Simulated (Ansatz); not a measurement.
BN₂H₇S: several calculations on one system

### Relaxation

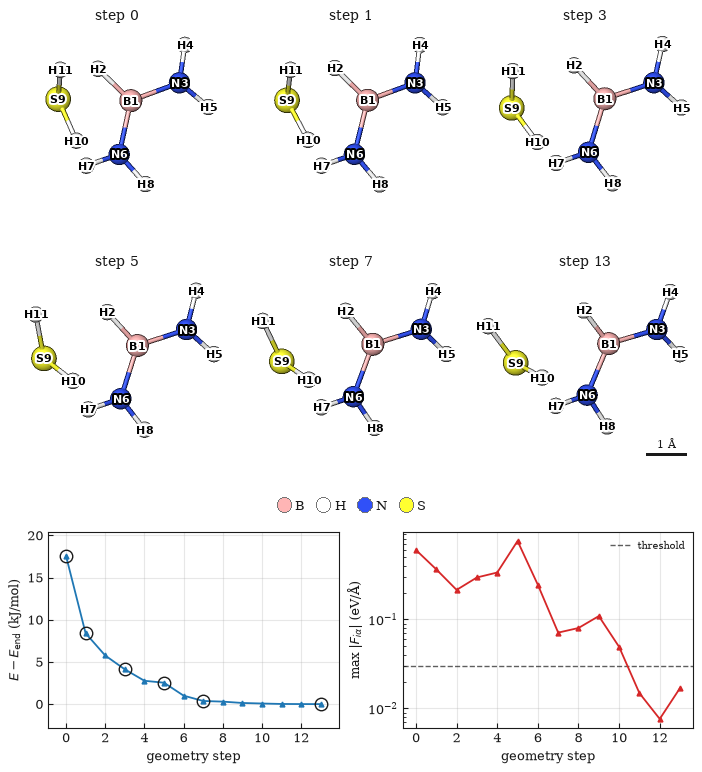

Frames of a relaxation of BN₂H₇S, marked on the history of the run. Style: ball-and-stick. Shown at a tilt.

The run prepares an end point of a later path (reaction) calculation, from a guessed geometry.

These are results of Ansatz 0.2.0, RKS PBE-D4/def2-SVP, not measurements.

Input
```yaml
crystal:
  periodic: [false, false, false]
  atoms:
    - { symbol: B, position_ang: [-0.050156, -0.157971, -0.166322] }
    - { symbol: H, position_ang: [-0.072636, -0.515215, 0.982924] }
    - { symbol: "N", position_ang: [1.204341, -0.028255, -0.805703] }
    - { symbol: H, position_ang: [2.074113, -0.072269, -0.280295] }
    - { symbol: H, position_ang: [1.324581, 0.342463, -1.748119] }
    - { symbol: "N", position_ang: [-1.298364, 0.065142, -0.822334] }
    - { symbol: H, position_ang: [-2.183855, -0.179933, -0.385181] }
    - { symbol: H, position_ang: [-1.387494, 0.291631, -1.812487] }
    - { symbol: S, position_ang: [-0.352577, 2.477373, 1.444381] }
    - { symbol: H, position_ang: [-1.063813, 2.032079, 0.368299] }
    - { symbol: H, position_ang: [-0.158339, 1.155956, 1.805636] }
basis:
  gaussian: { orbitals: def2-SVP }
hamiltonian:
  xc: pbe
  dispersion: d4
relax:
  f_tol: 0.03
  max_steps: 50
```

Command:
```bash
ansatz run input.yaml --threads 2 --pin off --max-ram 3072MiB --backend cpu --events-out ev --progress --plain --runs-dir out
```

Q: Describe the path.

A: After 13 geometry steps the energy has fallen by 17.6 kJ/mol. Largest force component: 0.6 eV/Å at the start, 0.017 eV/Å at the end. H11 moves most after the best rigid fit: 1.29 Å. Largest moves by element: H 1.29 Å, S 0.59 Å, B 0.36 Å, N 0.28 Å. Some distances before and after: S9–H11 1.384 → 1.361 Å, B1–H2 1.204 → 1.219 Å, S9–H10 1.365 → 1.376 Å, B1–N6 1.428 → 1.432 Å. Bond angles that change, for instance: H10–S9–H11 88.1° → 91.4°. From step 0 to 1: H11 moves most (0.20 Å), energy −9.18 kJ/mol. From step 1 to 3: H11 moves most (0.36 Å), energy −4.28 kJ/mol. From step 3 to 5: H atoms move most (0.30 Å), energy −1.59 kJ/mol. From step 5 to 7: H11 moves most (0.24 Å), energy −2.17 kJ/mol. From step 7 to 13: H11 moves most (0.28 Å), energy −0.37 kJ/mol.

### Relaxation

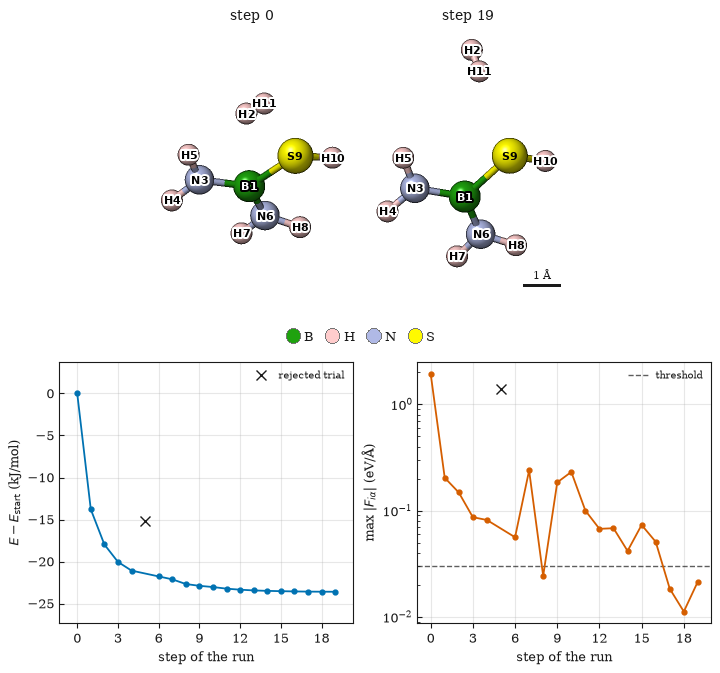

First and last geometry of a relaxation of BN$_{2}$H$_{7}$S, with the history of the run. The picture is a ball-and-stick view, seen at a tilt.

The run prepares an end point of a later path (reaction) calculation, from a guessed geometry.

These are results of RKS PBE-D4/def2-SVP in Ansatz 0.2.0, not measurements. Settings: no spin polarisation; force threshold 0.03 eV/Å; at most 50 steps.

Q: Did the run converge, and what did it change?

A: It converged. The energy falls by 23.6 kJ/mol in 18 accepted moves (19 points after the start). Largest force component: 1.9 eV/Å at the start, 0.021 eV/Å at the end. The line search rejected the trial step at point 5 of the run. The forces were under the threshold at step 8, but the run went on from there. The atom that moves furthest after the best rigid fit is H2 (1.77 Å). Largest moves by element: H 1.77 Å, N 0.54 Å, S 0.31 Å, B 0.29 Å. Among the contacts that change: H2–H11 0.722 → 0.772 Å, B1–S9 1.881 → 1.864 Å.

```tsv
step	E − E(0), kJ/mol	largest force component, eV/Å	note
0	0.00	1.9400	
1	-13.79	0.2033	
2	-17.97	0.1478	
3	-20.04	0.0865	
4	-21.08	0.0814	
5	-15.22	1.3983	rejected
6	-21.77	0.0560	
7	-22.11	0.2382	
8	-22.68	0.0242	
9	-22.89	0.1839	
10	-23.03	0.2308	
11	-23.23	0.0998	
12	-23.35	0.0672	
13	-23.44	0.0682	
14	-23.49	0.0417	
15	-23.53	0.0731	
16	-23.56	0.0508	
17	-23.58	0.0184	
18	-23.59	0.0112	
19	-23.59	0.0215
```

Limits of the set-up: the start holds two separate molecules, 2.4 Å apart at their closest, whose relative position is a soft coordinate.

### Path

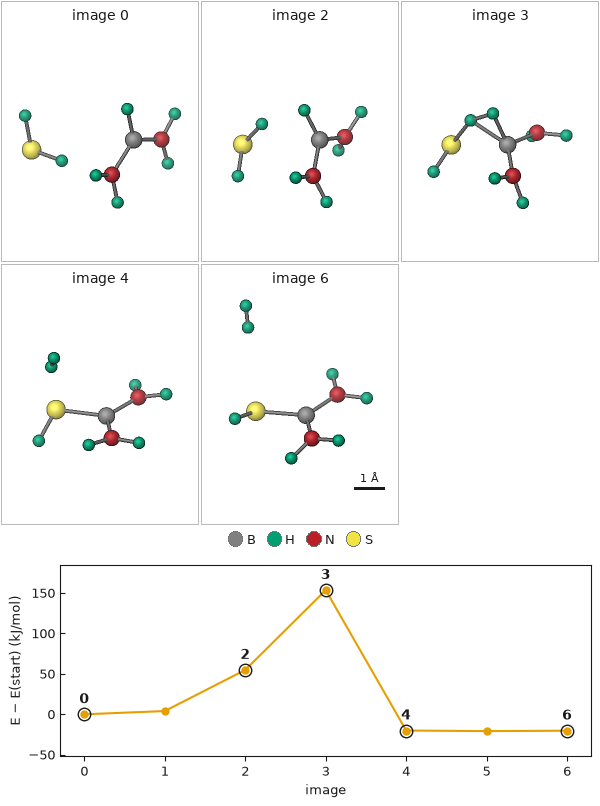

A search for the minimum-energy path of BN$_{2}$H$_{7}$S by the nudged elastic band. Images are numbered from 0 (start) to 6 (end). A ball-and-stick model, seen from a free direction.

Theory: Ansatz, RKS PBE-D4/def2-SVP. Run with 5 movable images; climbing image; force threshold 0.03 eV/Å; iteration limit 60; starting path through a guess of the saddle point.

Describe the mechanism and the energy profile.

The energy climbs by 153.6 kJ/mol to image 3 and then falls by 173.9 kJ/mol, so the end point sits at −20.3 kJ/mol. Image 5 lies below both ends, at −20.8 kJ/mol, which points to an intermediate minimum that so few images don't resolve. Breaking: B–H (1.22 → 4.20 Å), H–S (1.36 → 2.93 Å). Forming: B–S (3.85 → 1.86 Å), H–H (3.81 → 0.77 Å). The band is converged. At the top, the vibrational analysis gives one imaginary mode (744i cm⁻¹), as a transition state must have.
